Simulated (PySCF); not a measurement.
# C₅H₁₂B₂Si (SMILES BCB(C#C)[SiH](C)C): what the fields show

Input file:

```
{"job": {"kind": "nmr", "xc": "PBE0", "basis": "pcSseg-1"}, "charge": 0, "multiplicity": 1}
B      2.286770    -1.707637     0.173902
C      2.146228    -0.417805    -0.701665
B      0.874734     0.325993    -0.118039
C      1.093227     1.367189     0.937457
C      1.243300     2.218245     1.781125
Si    -0.953458    -0.153210    -0.680853
C     -2.049844     1.372808    -1.038197
C     -1.822419    -1.140742     0.710258
H      1.657662    -2.661472    -0.081171
H      2.996542    -1.718329     1.104477
H      3.033512     0.210729    -0.633233
H      1.965096    -0.683016    -1.743041
H      1.379839     2.956572     2.518115
H     -1.037403    -0.998175    -1.899129
H     -3.067715     1.084210    -1.281310
H     -2.091329     2.032555    -0.176003
H     -1.665648     1.952227    -1.872424
H     -1.293861    -2.065611     0.921680
H     -2.842842    -1.396686     0.442386
H     -1.857537    -0.567166     1.632631
```

Command:

```sh
OMP_NUM_THREADS=1 python probes_run.py task.json out
```

Geometry: GFN2-xTB.

Theory: PBE0/pcSseg-1, SCF density, gas phase, non-relativistic (PySCF).

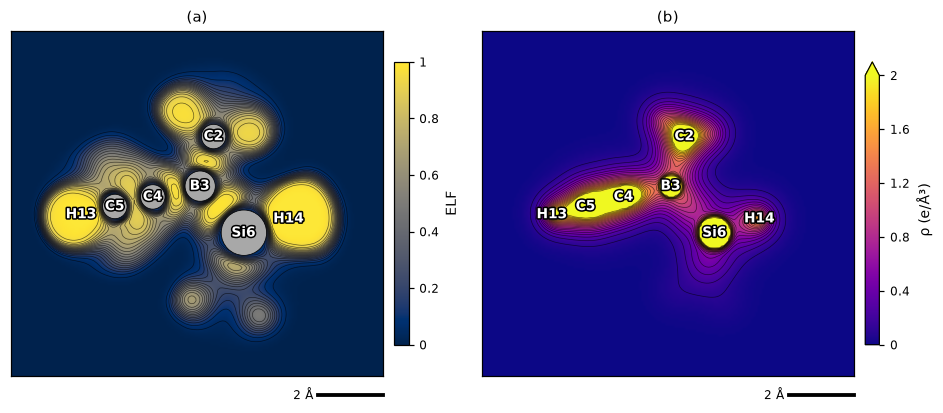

Figure 1. (a) ELF; (b) total electron density on the plane of atoms C2, B3 and C4. Grey discs cover the atomic cores in the ELF map.

**Interpret the plot.**

The plane passes through C, B, Si and H nuclei. C–C (1.21 Å): ρ is about 2.7 e/Å³ halfway; the ELF peaks at about 0.85 between the atoms; a multiple bond. C–B (1.50 Å): ρ at the midpoint is about 1.5 e/Å³; the ELF peaks at about 0.95 between the atoms (a covalent bond). Si–B (1.97 Å): the density is about 0.84 e/Å³ at the midpoint; the ELF peaks at about 1 between the atoms: a shared electron pair. C–H (1.05 Å): ρ is about 2.1 e/Å³ halfway; the ELF climbs to about 1 towards the hydrogen, as it does in any bond to H: an ordinary covalent bond to hydrogen. C–B (1.58 Å): ρ at the midpoint is about 1.3 e/Å³; the ELF peaks at about 0.95 between the atoms (localised, covalent bonding).

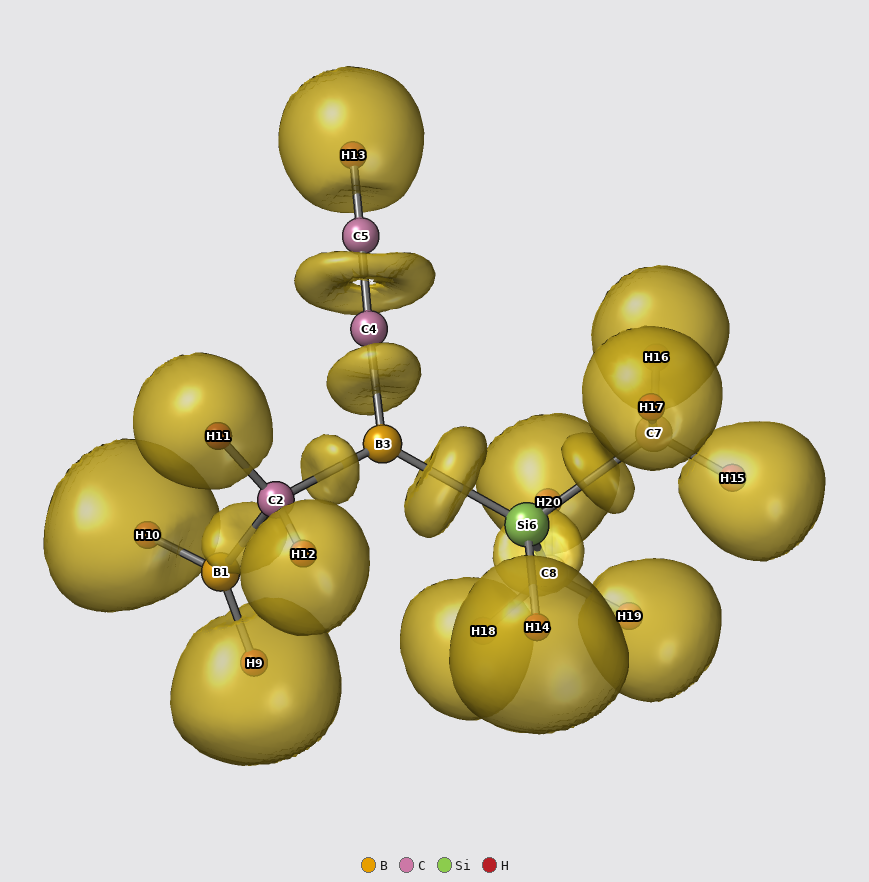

Figure 2. Isosurface of the electron localisation function at 0.85 (yellow), seen across its widest extent. Only the valence region is drawn (cores and ρ < 0.01 e/Å³ removed).

**Identify the bonds, lone pairs and shells in this picture.**

The surface consists of three regions between bonded B–C atoms (shared pairs), one region between bonded B–Si atoms (shared pairs), one region between bonded C–C atoms (shared pairs), two regions between bonded C–Si atoms (shared pairs) and twelve regions around hydrogen nuclei.

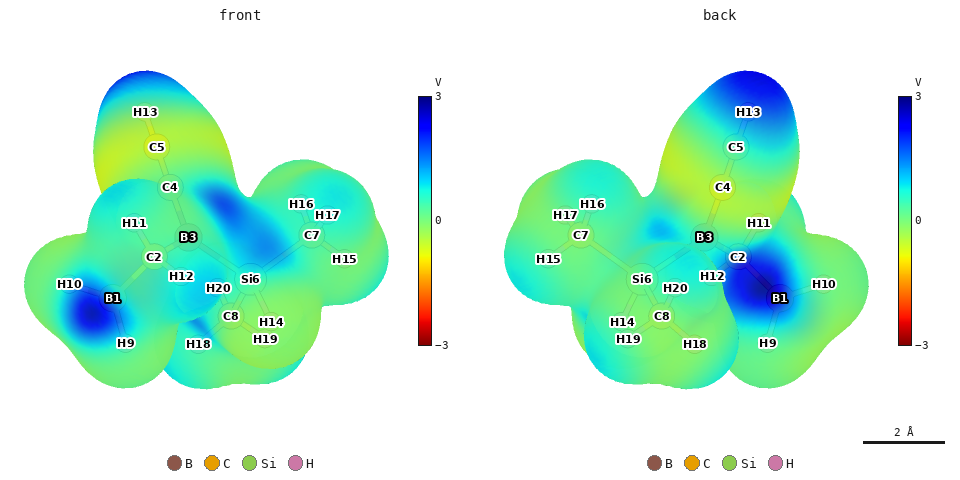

Figure 3. The molecular electrostatic potential painted on the density surface at 0.004 e/bohr³, seen from the front and from behind; the colour scale runs from red (negative) to blue (positive).

**Where is the surface potential most negative and most positive?**

The most negative region (about −0.7 V) lies over C4 and C5, the most positive (about +2.5 V) over B1 and H13.

**What dipole moment does the calculation give?**

Its dipole moment is 1.23 D.
